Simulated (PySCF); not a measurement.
C4H10S, SMILES CC(C)CS at its GFN2-xTB optimised geometry (Å):

```
15

C      1.3880    -0.1170     0.0000
C     -0.1374    -0.1170     0.0000
C     -0.6783    -0.8652    -1.2171
C     -0.6824     1.3080     0.0000
S     -0.2526     2.2469     1.5064
H      1.7691     0.4537     0.8437
H      1.7685    -1.1330     0.0701
H      1.7653     0.3311    -0.9170
H     -0.4903    -0.6231     0.9071
H     -1.7657    -0.8976    -1.2016
H     -0.3044    -1.8860    -1.2260
H     -0.3613    -0.3749    -2.1350
H     -1.7691     1.3161    -0.0922
H     -0.2536     1.8860    -0.8185
H     -0.8646     1.4287     2.3605
```

Calculation: B3LYP/def2-TZVP (PySCF). Cells within 0.4 Å of a nucleus heavier than hydrogen are left out (blank, or x).

Map of the electrostatic potential (hartree/e), clipped to [-0.08, 0.12] on the plane z = 0.0 Å:

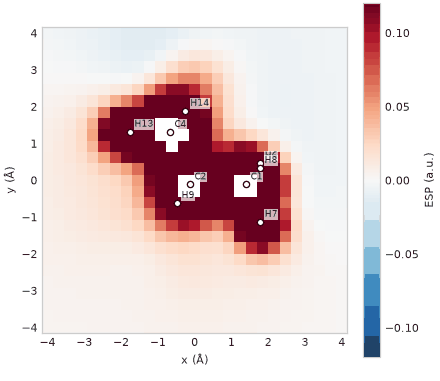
Figure. Electrostatic potential (hartree/e), clipped to [-0.08, 0.12] on the plane z = 0.0 Å.
